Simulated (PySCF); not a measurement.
**C₂H₃F₃OSi: electronic excitations and core binding energies**

What electronic excitations and core binding energies should C₂H₃F₃OSi (`O=C([SiH3])C(F)(F)F`) show?

Programs: PySCF 2.14.0, with density-fitted response routines of our own. Each step states its level of theory. These are calculated values for one molecule in the gas phase, unless marked as measured. Atoms are numbered from 0 throughout.

## 1. The starting structure

10 atoms, charge 0, multiplicity 1; geometry from: GFN2-xTB.

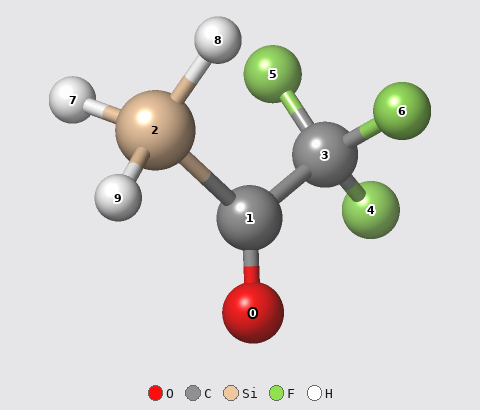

The starting geometry (oxygen red, carbon grey, silicon light orange, fluorine green, hydrogen white), atoms numbered.

## 2. TDDFT and polarisability: PBE0/def2-SVPD

Job settings and geometry (Å):

```
{"job": {"kind": "uv", "xc": "PBE0", "basis": "def2-SVPD", "nstates": 8, "ntriplets": 3}, "charge": 0, "multiplicity": 1}
O     -0.215023    -1.951595    -0.388145
C     -0.117705    -0.780968    -0.150311
Si     1.473492     0.291877    -0.311446
C     -1.346510     0.015250     0.344966
F     -2.350266    -0.724175     0.809224
F     -0.979332     0.860580     1.326160
F     -1.827588     0.776954    -0.652531
H      1.975946     0.416848     1.053847
H      1.044647     1.571354    -0.866071
H      2.351222    -0.471472    -1.188221
```

Method: TDDFT PBE0/def2-SVPD, vertical, gas phase, core orbitals frozen in the response.

Standard output:

```text
coarse grid: 10000 points
cycle   1  E = -740.9412587159  dE =  1.035e+00  |g| = 1.064e+00  |ddm| = 3.677e+00
cycle   2  E = -740.2340138835  dE =  7.072e-01  |g| = 2.223e+00  |ddm| = 3.052e+00
cycle   3  E = -741.1445956862  dE = -9.106e-01  |g| = 2.547e-01  |ddm| = 2.326e+00
cycle   4  E = -741.1544805441  dE = -9.885e-03  |g| = 1.167e-01  |ddm| = 3.198e-01
cycle   5  E = -741.1568423920  dE = -2.362e-03  |g| = 1.371e-02  |ddm| = 1.044e-01
cycle   6  E = -741.1568786839  dE = -3.629e-05  |g| = 4.742e-03  |ddm| = 1.952e-02
cycle   7  E = -741.1568833694  dE = -4.686e-06  |g| = 1.324e-03  |ddm| = 6.373e-03
final grid: 96480 points
cycle   8  E = -741.2582795291  dE = -1.100e-05  |g| = 1.116e-02  |ddm| = 6.423e-02
cycle   9  E = -741.2582024167  dE =  7.711e-05  |g| = 2.306e-02  |ddm| = 2.696e-02
cycle  10  E = -741.2583021223  dE = -9.971e-05  |g| = 1.486e-03  |ddm| = 1.969e-02
cycle  11  E = -741.2583025138  dE = -3.915e-07  |g| = 1.552e-04  |ddm| = 1.397e-03
cycle  12  E = -741.2583025177  dE = -3.928e-09  |g| = 5.184e-05  |ddm| = 2.815e-04
cycle  13  E = -741.2583025182  dE = -5.170e-10  |g| = 2.302e-05  |ddm| = 9.775e-05
converged SCF energy = -741.2583025182

Static polarisability (au): isotropic 56.901, principal 48.236 57.306 65.160

Singlet excitations
state   eV       nm        f      main configurations
  1   3.3867    366.1   0.00063   H->L 0.99
  2   6.8188    181.8   0.01677   H->L+1 0.86, H-1->L 0.10
  3   6.9275    179.0   0.00408   H-2->L 0.66, H-1->L 0.31
  4   7.1418    173.6   0.01824   H-1->L 0.41, H->L+2 0.25, H-2->L 0.22
  5   7.4874    165.6   0.03828   H->L+3 0.79
  6   7.5326    164.6   0.15941   H->L+2 0.50, H->L+4 0.26, H->L+3 0.09
  7   7.7997    159.0   0.10687   H->L+4 0.72, H->L+2 0.21
  8   7.9911    155.2   0.00242   H-5->L 0.83

Triplet excitations (Tamm-Dancoff, eV): 2.6465 5.5895 6.4413
```

Run time: 23 s. Hardware: 1 thread, shared host.

The orbitals next to the gap, with their largest atomic shares:

```tsv
orbital	eV	atoms
HOMO−3	-12.23	O0 41 %, C1 21 %, F6 18 %
HOMO−2	-10.71	Si2 40 %, H8 29 %, H9 15 %
HOMO−1	-10.68	Si2 40 %, H7 26 %, H9 20 %
HOMO	-8.04	O0 49 %, C1 17 %, Si2 12 %
LUMO	-2.44	C1 39 %, O0 35 %, Si2 8 %
LUMO+1	-0.05	Si2 44 %, H7 12 %, H8 12 %
LUMO+2	0.39	Si2 55 %, H8 11 %, H7 10 %
```

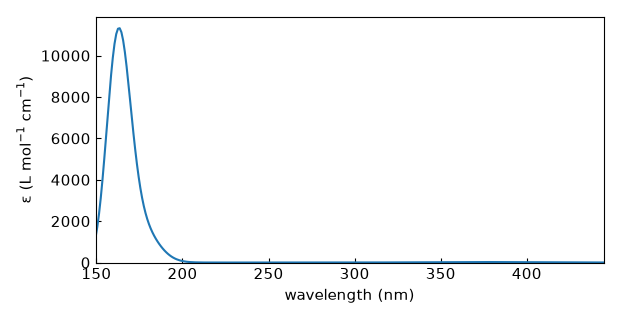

Absorption spectrum: each of the 8 states is a Gaussian band of 0.4 eV half-width at 1/e. Beyond the last state computed it falls off for lack of states.

Ground-state properties from the same run:

```tsv
property	computed
dipole moment (D)	2.63
polarisability (Å³)	8.43
HOMO–LUMO gap (eV)	5.60
−ε(HOMO) (eV)	8.04
```

## 3. X-ray photoelectron lines: SCAN, X2C

Same as in step 2 but for these lines:

```diff
@@ -1,2 +1,2 @@
-{"job": {"kind": "uv", "xc": "PBE0", "basis": "def2-SVPD", "nstates": 8, "ntriplets": 3}, "charge": 0, "multiplicity": 1}
+{"job": {"kind": "xps"}, "charge": 0, "multiplicity": 1}
 O     -0.215023    -1.951595    -0.388145
```

Method: delta-SCF UKS SCAN, pcX-2 on the ionised atom, pcseg-1 elsewhere, spin-free X2C.

Standard output:

```text
ground state, core basis on atom 0 (O), 148 functions
  cycle   1  E = -742.72908000  |g| = 1.10e+00
  cycle   2  E = -741.48311432  |g| = 2.75e+00
  cycle   3  E = -742.91638309  |g| = 3.65e-01
  cycle   4  E = -742.93540536  |g| = 1.84e-01
  cycle   5  E = -742.94121209  |g| = 2.57e-02
  cycle   6  E = -742.94133108  |g| = 1.10e-02
  cycle   7  E = -742.94135788  |g| = 3.94e-03
  cycle   8  E = -742.94136469  |g| = 1.59e-03
  cycle   9  E = -742.94136281  |g| = 3.27e-04
  E(ground) = -742.96729553 Eh
hole in O 1s of atom 0
  cycle   1  E = -722.29167323  |g| = 2.22e+00
  cycle   2  E = -720.95559260  |g| = 2.42e+00
  cycle   3  E = -722.82506844  |g| = 6.86e-01
  cycle   4  E = -722.97138703  |g| = 5.38e-01
  cycle   5  E = -723.11627452  |g| = 1.42e-01
  cycle   6  E = -723.12281660  |g| = 6.49e-02
  cycle   7  E = -723.12443883  |g| = 1.63e-02
  cycle   8  E = -723.12455406  |g| = 5.00e-03
  cycle   9  E = -723.12456236  |g| = 3.36e-03
  cycle  10  E = -723.12456618  |g| = 7.27e-04
  cycle  11  E = -723.12456602  |g| = 5.35e-04
  cycle  12  E = -723.12456687  |g| = 2.31e-04
  E(ion) = -723.15300309 Eh   <S^2> = 0.7679   hole on atom = 1.000   binding energy = 539.174 eV
ground state, core basis on atom 1 (C), 148 functions
  cycle   1  E = -742.91852626  |g| = 8.59e-02
  cycle   2  E = -742.91363898  |g| = 1.70e-01
  cycle   3  E = -742.91913455  |g| = 3.21e-02
  cycle   4  E = -742.91932530  |g| = 9.06e-03
  cycle   5  E = -742.91934229  |g| = 1.47e-03
  cycle   6  E = -742.91934310  |g| = 5.10e-04
  cycle   7  E = -742.91934201  |g| = 9.94e-05
  E(ground) = -742.94782345 Eh
hole in C 1s of atom 1
  cycle   1  E = -731.54896364  |g| = 1.50e+00
  cycle   2  E = -729.16394882  |g| = 2.40e+00
  cycle   3  E = -731.71305114  |g| = 8.51e-01
  cycle   4  E = -731.89465449  |g| = 7.40e-01
  cycle   5  E = -732.09254679  |g| = 2.00e-01
  cycle   6  E = -732.10450052  |g| = 9.62e-02
  cycle   7  E = -732.10798343  |g| = 2.00e-02
  cycle   8  E = -732.10840088  |g| = 1.29e-02
  cycle   9  E = -732.10863854  |g| = 9.93e-03
  cycle  10  E = -732.10885850  |g| = 7.83e-03
  cycle  11  E = -732.10907541  |g| = 4.21e-03
  cycle  12  E = -732.10909101  |g| = 1.90e-03
  cycle  13  E = -732.10909148  |g| = 1.66e-03
  cycle  14  E = -732.10909613  |g| = 9.60e-04
  cycle  15  E = -732.10909531  |g| = 2.52e-04
  E(ion) = -732.13771441 Eh   <S^2> = 0.8586   hole on atom = 1.000   binding energy = 294.158 eV
ground state, core basis on atom 2 (Si), 159 functions
  cycle   1  E = -743.00522131  |g| = 2.86e-01
  cycle   2  E = -743.00509857  |g| = 4.88e-02
  cycle   3  E = -743.00391395  |g| = 8.81e-02
  cycle   4  E = -743.00533321  |g| = 2.27e-02
  cycle   5  E = -743.00542296  |g| = 4.84e-03
  cycle   6  E = -743.00542608  |g| = 6.52e-04
  cycle   7  E = -743.00542827  |g| = 1.25e-04
  E(ground) = -742.99141421 Eh
hole in Si 1s of atom 2
  cycle   1  E = -674.05510325  |g| = 4.35e+00
  cycle   2  E = -673.96823648  |g| = 2.23e+00
  cycle   3  E = -674.30321656  |g| = 1.29e+00
  cycle   4  E = -674.92527585  |g| = 6.82e-01
  cycle   5  E = -675.08457635  |g| = 2.25e-01
  cycle   6  E = -675.10678661  |g| = 5.58e-02
  cycle   7  E = -675.10810779  |g| = 2.97e-02
  cycle   8  E = -675.10844043  |g| = 8.27e-03
  cycle   9  E = -675.10846179  |g| = 2.25e-03
  cycle  10  E = -675.10846391  |g| = 9.54e-04
  cycle  11  E = -675.10846397  |g| = 3.32e-04
  E(ion) = -675.10386447 Eh   <S^2> = 0.7526   hole on atom = 1.000   binding energy = 1847.314 eV
hole in Si 2p of atom 2
  cycle   1  E = -738.71043409  |g| = 1.23e+00
  cycle   2  E = -738.40218904  |g| = 1.26e+00
  cycle   3  E = -738.77783179  |g| = 7.59e-01
  cycle   4  E = -739.01257733  |g| = 1.89e-01
  cycle   5  E = -739.02429984  |g| = 7.94e-02
  cycle   6  E = -739.02754705  |g| = 2.18e-02
  cycle   7  E = -739.02773921  |g| = 9.89e-03
  cycle   8  E = -739.02777156  |g| = 2.38e-03
  cycle   9  E = -739.02777316  |g| = 8.93e-04
  cycle  10  E = -739.02777392  |g| = 4.44e-04
  E(ion) = -739.02727801 Eh   <S^2> = 0.7533   hole on atom = 1.002   binding energy = 107.870 eV
  2p3/2 = 107.642 eV   2p1/2 = 108.265 eV
ground state, core basis on atom 3 (C), 148 functions
  cycle   1  E = -742.92568361  |g| = 6.51e-02
  cycle   2  E = -742.92550718  |g| = 4.74e-02
  cycle   3  E = -742.92560873  |g| = 4.14e-02
  cycle   4  E = -742.92587610  |g| = 1.53e-02
  cycle   5  E = -742.92591861  |g| = 2.81e-03
  cycle   6  E = -742.92591951  |g| = 3.09e-04
  E(ground) = -742.95349300 Eh
hole in C 1s of atom 3
  cycle   1  E = -731.41744259  |g| = 1.50e+00
  cycle   2  E = -723.25952509  |g| = 3.80e+00
  cycle   3  E = -731.67793883  |g| = 7.64e-01
  cycle   4  E = -731.74629708  |g| = 7.49e-01
  cycle   5  E = -731.92278007  |g| = 2.87e-01
  cycle   6  E = -731.94833651  |g| = 1.63e-01
  cycle   7  E = -731.95745686  |g| = 1.86e-02
  cycle   8  E = -731.95755005  |g| = 1.33e-02
  cycle   9  E = -731.95760836  |g| = 4.87e-03
  cycle  10  E = -731.95761754  |g| = 1.76e-03
  cycle  11  E = -731.95761924  |g| = 7.89e-04
  cycle  12  E = -731.95762039  |g| = 2.74e-04
  E(ion) = -731.98806288 Eh   <S^2> = 0.7729   hole on atom = 1.000   binding energy = 298.385 eV
ground state, core basis on atom 4 (F), 148 functions
  cycle   1  E = -742.95684505  |g| = 1.19e-01
  cycle   2  E = -742.95635298  |g| = 7.35e-02
  cycle   3  E = -742.95641850  |g| = 6.94e-02
  cycle   4  E = -742.95705255  |g| = 1.37e-02
  cycle   5  E = -742.95709087  |g| = 1.49e-03
  cycle   6  E = -742.95708956  |g| = 6.44e-04
  cycle   7  E = -742.95709184  |g| = 8.81e-05
  E(ground) = -742.98733235 Eh
hole in F 1s of atom 4
  cycle   1  E = -716.54998344  |g| = 2.58e+00
  cycle   2  E = -715.81676873  |g| = 2.44e+00
  cycle   3  E = -717.11223129  |g| = 8.75e-01
  cycle   4  E = -717.25233303  |g| = 6.87e-01
  cycle   5  E = -717.40508820  |g| = 2.64e-01
  cycle   6  E = -717.43216627  |g| = 8.71e-02
  cycle   7  E = -717.43453574  |g| = 2.76e-02
  cycle   8  E = -717.43483436  |g| = 4.71e-03
  cycle   9  E = -717.43484577  |g| = 1.58e-03
  cycle  10  E = -717.43484606  |g| = 6.09e-04
  cycle  11  E = -717.43484641  |g| = 3.20e-04
  E(ion) = -717.47160665 Eh   <S^2> = 0.7576   hole on atom = 1.000   binding energy = 694.318 eV
```

Wall time 44 s (1 thread, shared host).

The holes in one table. −ε is the ground-state orbital energy:

```tsv
hole	stands for	environment	ΔSCF (eV; 2p as the shell's mean)	−ε (eV)	⟨S²⟩
O1s on O0	O0	carbonyl oxygen	539.17	517.9	0.768
C1s on C1	C1	carbonyl carbon	294.16 (doubtful)	277.0	0.859
Si1s on Si2	Si2	silicon bonded to C, 3 H	1847.31	1794.0	0.753
Si2p on Si2	Si2	silicon bonded to C, 3 H	107.85	96.9	0.753
C1s on C3	C3	CF3 carbon	298.38	280.8	0.773
F1s on F4	F4, F5, F6	fluorine of a CF3 group	694.32	668.2	0.758
```

Each hole run stands for the others of its class of like atoms.

Doubtful: the ion did not converge, its hole moved, or its ⟨S²⟩ is well above 0.75.

With the spin-orbit splitting: Si2 2p3/2 107.64, 2p1/2 108.27 eV. The table gives each 2p level as the mean over the whole 2p shell (two parts 2p3/2, one part 2p1/2), which differs a little from the single hole in the log.

## 4. Results

```
                                                    quantity                        value
                             lowest singlet (PBE0/def2-SVPD)  3.39 eV (366 nm), f = 0.001
                    brightest single state of those computed  state 6, 7.53 eV, f = 0.159
                                              lowest triplet                      2.65 eV
                            O1s binding energies, SCAN/pcX-2                 O0 539.17 eV
                           Si1s binding energies, SCAN/pcX-2               Si2 1847.31 eV
                           Si2p binding energies, SCAN/pcX-2                Si2 107.85 eV
C1s binding energies, SCAN/pcX-2 (standing for 1 of 2 atoms)                 C3 298.38 eV
                            F1s binding energies, SCAN/pcX-2                 F4 694.32 eV
```

In words: The lowest singlet, at 3.39 eV, is HOMO→LUMO 0.99 and is dark; of the 8 states computed, the strongest absorption comes from state 6 at 7.53 eV. The lowest triplet lies 0.74 eV below the lowest singlet (triplets in Tamm-Dancoff, singlets in full TDDFT).
